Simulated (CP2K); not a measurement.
# GFN0-xTB run of C3H6ClSi− (SMILES C=C(C)[SiH-]Cl)

What is the energy difference between two shapes of C3H6ClSi− at GFN0-xTB? 

The calculation is run with CP2K 2026.2.

4 further runs of the same task are left out: 1 that didn't finish, 3 set aside as unsound or not needed.

## 1. Starting point

C3H6ClSi− has 11 atoms, charge -1, and is taken as a singlet. As SMILES, `C=C(C)[SiH-]Cl`. The shape is that of a GFN2-xTB optimisation. This is one conformer, not always the lowest.

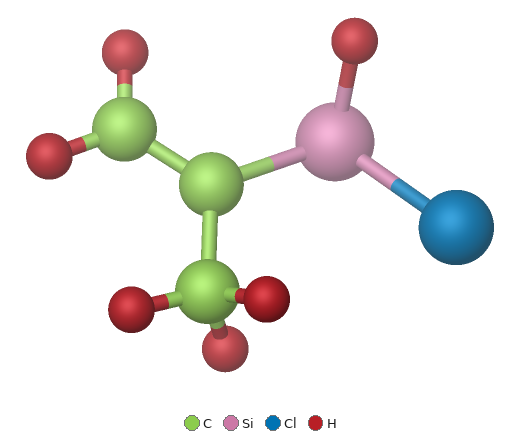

The structure, seen from a chosen angle (carbon green, silicon pink, chlorine blue, hydrogen red).

## 2. Energy and gradient at GFN0-xTB

Input file mol.inp:

```
&global
 project_name mol
 run_type ENERGY_FORCE
 print_level MEDIUM
&end

&force_eval
 method Quickstep
 &dft
  charge -1
  &qs
   method XTB
   eps_default 1.0E-10
   &xtb
    gfn_type 0
    check_atomic_charges F
   &end
  &end
  &poisson
   periodic NONE
   poisson_solver ANALYTIC
  &end
  &scf
   scf_guess ATOMIC
   eps_scf 1.0E-07
   max_scf 150
   added_mos 8
   &diagonalization
    algorithm STANDARD
   &end
   &mixing
    method DIRECT_P_MIXING
    alpha 0.4
   &end
   &smear ON
    method FERMI_DIRAC
    electronic_temperature [K] 300
   &end
  &end
  &print
   &moments
    periodic F
    reference COM
    max_moment 1
   &end
   &mo ON
    energies T
    occupation_numbers T
    ndigits 6
    &each
     qs_scf 0
    &end
    add_last NUMERIC
   &end
   &hirshfeld OFF
   &end
  &end
 &end
 &subsys
  &cell
   abc 13.7 13.2 15.2
   periodic NONE
  &end
  &coord
   SCALED T
   C    0.53111934   0.50845644   0.61906809
   C    0.51081715   0.51015189   0.53340822
   C    0.41468796   0.55063902   0.50232138
   Si   0.60857774   0.48516326   0.44897138
   Cl   0.51801350   0.43892538   0.33057862
   H    0.47986022   0.53267689   0.66942138
   H    0.60072664   0.48131326   0.64291678
   H    0.36409307   0.56524053   0.55663586
   H    0.42597263   0.62107765   0.46606743
   H    0.38115365   0.49713674   0.45678388
   H    0.63590693   0.37892235   0.47062072
  &end
 &end
 &print
  &forces ON
  &end
 &end
&end
```

Launch:

```sh
$ OMP_NUM_THREADS=1 cp2k.psmp mol.inp > mol.out
```

Standard output:

```text
CP2K| version string:                                       CP2K version 2026.2
[...]
 GLOBAL| Method name                                                        CP2K
[...]
 GLOBAL| Run type                                                   ENERGY_FORCE
[...]
                             - Atoms:                                         11
[...]
                             - Spherical basis functions:                     42
[...]
 Number of electrons:                                                         30
[...]
  Fermi energy:                                                -0.30323973640145
[...]
 TB_DIPOLE| Moment [Debye]         -0.96544877       2.58828459       1.61169526
 TB_DIPOLE| Derivative [a.u.]       0.00000000       0.00000000       0.00000000
[...]
 ENERGY| Total FORCE_EVAL ( QS ) energy [hartree]            -17.107521127211655
 FORCES| Atomic forces [hartree/bohr]
 FORCES|   Atom     x               y               z               |f|
 FORCES|      1 -2.02807061E-03 -7.39368125E-04  4.86488929E-03   5.32230057E-03
 FORCES|      2  1.04909704E-02  5.41794896E-04 -7.74741715E-03   1.30528339E-02
 FORCES|      3 -3.07303375E-03  7.86042744E-04  8.76288635E-05   3.17318112E-03
 FORCES|      4 -6.33163877E-03 -2.10242069E-02 -3.90310164E-03   2.23011464E-02
 FORCES|      5  7.55557623E-03  2.63497395E-03  7.25594840E-03   1.08017872E-02
 FORCES|      6 -2.80315602E-03  2.95279733E-04  2.33633144E-03   3.66105427E-03
 FORCES|      7  5.59233429E-03 -1.52614792E-03  2.46067168E-03   6.29747850E-03
 FORCES|      8 -1.34930318E-03  6.58007559E-04  1.29912696E-03   1.98527677E-03
 FORCES|      9 -6.57149641E-04  4.94257700E-03 -1.76306754E-03   5.28860286E-03
 FORCES|     10 -4.99511413E-03 -2.49132807E-03 -1.61636475E-03   5.81124046E-03
 FORCES|     11 -2.40141482E-03  1.59223752E-02 -3.27464554E-03   1.64320458E-02
 FORCES| Sum    -1.90819582E-16 -2.49800181E-16 -3.53449908E-16
 FORCES| Total atomic force                                       4.73010656E-16
[...]
```

It took 0.44 s on 1 thread of Arm Neoverse N1, shared host; peak memory 0.14 GiB.

## 3. The distorted shape, same level

Input file molecule.inp:

```
&GLOBAL
  PROJECT molecule
  RUN_TYPE ENERGY_FORCE
  PRINT_LEVEL MEDIUM
&END GLOBAL
&FORCE_EVAL
  METHOD QS
  &DFT
    CHARGE -1
    MULTIPLICITY 1
    # Quickstep
    &QS
      METHOD XTB
      EPS_DEFAULT 1.0E-10
      &XTB
        GFN_TYPE 0
        CHECK_ATOMIC_CHARGES F
      &END XTB
    &END QS
    &POISSON
      PERIODIC NONE
      POISSON_SOLVER ANALYTIC
    &END POISSON
    &SCF
      SCF_GUESS ATOMIC
      EPS_SCF 1.0E-07
      MAX_SCF 150
      ADDED_MOS 8
      &DIAGONALIZATION
        ALGORITHM STANDARD
      &END DIAGONALIZATION
      &MIXING
        METHOD DIRECT_P_MIXING
        ALPHA 0.4
      &END MIXING
      &SMEAR ON
        METHOD FERMI_DIRAC
        ELECTRONIC_TEMPERATURE [K] 300
      &END SMEAR
    &END SCF
    # extra output
    &PRINT
      &MOMENTS
        PERIODIC F
        REFERENCE COM
        MAX_MOMENT 1
      &END MOMENTS
      &MO ON
        ENERGIES T
        OCCUPATION_NUMBERS T
        NDIGITS 6
        &EACH
          QS_SCF 0
        &END EACH
        ADD_LAST NUMERIC
      &END MO
      &HIRSHFELD OFF
      &END HIRSHFELD
    &END PRINT
  &END DFT
  # structure
  &SUBSYS
    # vacuum box
    &CELL
      ABC [angstrom] 13.7 13.2 15.1
      PERIODIC NONE
    &END CELL
    &COORD
      SCALED T
      C    0.52901069   0.50542299   0.62702510
      C    0.50888953   0.49739739   0.54128874
      C    0.41343179   0.53959034   0.50154377
      Si   0.59111128   0.47640072   0.45228437
      Cl   0.50670945   0.42836383   0.33207391
      H    0.46984493   0.52640466   0.66792609
      H    0.59898843   0.47711064   0.64446358
      H    0.36322420   0.55917905   0.55653139
      H    0.42023120   0.62171148   0.47077205
      H    0.38383485   0.49912102   0.46069106
      H    0.63677580   0.37828852   0.47078437
    &END COORD
  &END SUBSYS
  # extra output
  &PRINT
    &FORCES ON
    &END FORCES
  &END PRINT
&END FORCE_EVAL
```

Launch:

```sh
$ OMP_NUM_THREADS=1 cp2k.psmp -i molecule.inp -o molecule.out
```

Standard output:

```text
CP2K| version string:                                       CP2K version 2026.2
[...]
 GLOBAL| Method name                                                        CP2K
[...]
 GLOBAL| Run type                                                   ENERGY_FORCE
[...]
                             - Atoms:                                         11
[...]
                             - Spherical basis functions:                     42
[...]
 Number of electrons:                                                         30
[...]
  Fermi energy:                                                -0.30316613047719
[...]
 TB_DIPOLE| Moment [Debye]         -1.23086676       2.11668375       1.24789920
 TB_DIPOLE| Derivative [a.u.]       0.00000000       0.00000000       0.00000000
[...]
 ENERGY| Total FORCE_EVAL ( QS ) energy [hartree]            -17.060443248521629
 FORCES| Atomic forces [hartree/bohr]
 FORCES|   Atom     x               y               z               |f|
 FORCES|      1 -3.73608561E-03 -6.75259082E-03 -1.19956750E-02   1.42636614E-02
 FORCES|      2 -2.48565113E-02  1.86371765E-02 -3.27390887E-02   4.51335622E-02
 FORCES|      3  8.51121307E-02  1.69593948E-01  1.56649278E-01   2.46059298E-01
 FORCES|      4  2.33643165E-02 -2.37586457E-02 -2.80275504E-02   4.35420269E-02
 FORCES|      5  8.25759226E-03  2.37898663E-03  1.07591219E-02   1.37697535E-02
 FORCES|      6 -6.07777402E-03  6.76970711E-03  2.58104238E-02   2.73668823E-02
 FORCES|      7  1.12653070E-02 -2.73156880E-03  2.03503272E-02   2.34201714E-02
 FORCES|      8 -2.23881462E-03 -8.47908704E-03  1.22179399E-04   8.77052654E-03
 FORCES|      9  8.99355903E-03 -3.46720025E-02  9.22252045E-03   3.69876567E-02
 FORCES|     10 -9.64275331E-02 -1.31176841E-01 -1.46292050E-01   2.18876670E-01
 FORCES|     11 -3.65618686E-03  1.01909174E-02 -3.85948586E-03   1.14942651E-02
 FORCES| Sum    -5.63785130E-18 -7.11236625E-17  5.99780642E-16
 FORCES| Total atomic force                                       6.04009254E-16
[...]
```

It took 0.44 s on 1 thread of Arm Neoverse N1, shared host; peak memory 0.14 GiB.

## 4. Outcome

At GFN0-xTB:

| quantity | value |
| --- | --- |
| first shape: total energy | -17.10752 Eh |
| first shape: HOMO energy | -9.16 eV |
| first shape: LUMO energy | -7.37 eV |
| first shape: HOMO–LUMO gap | 1.79 eV |
| first shape: dispersion energy | -11.35 kJ/mol |
| first shape: largest force on an atom | 1.147 eV/Å |
| distorted shape: total energy | -17.06044 Eh |
| distorted shape: HOMO energy | -9.04 eV |
| distorted shape: LUMO energy | -7.46 eV |
| distorted shape: HOMO–LUMO gap | 1.58 eV |
| distorted shape: dispersion energy | -11.29 kJ/mol |
| distorted shape: largest force on an atom | 12.653 eV/Å |
| energy change with the atoms displaced | 1.281 eV |

**Reading.** With the atoms displaced the energy rises by 1.28 eV (124 kJ/mol). The first shape isn't relaxed at this level, so the change isn't measured from a minimum. The largest force (first shape) is 1.15 eV/Å: the shape isn't a stationary point for this species at this level.
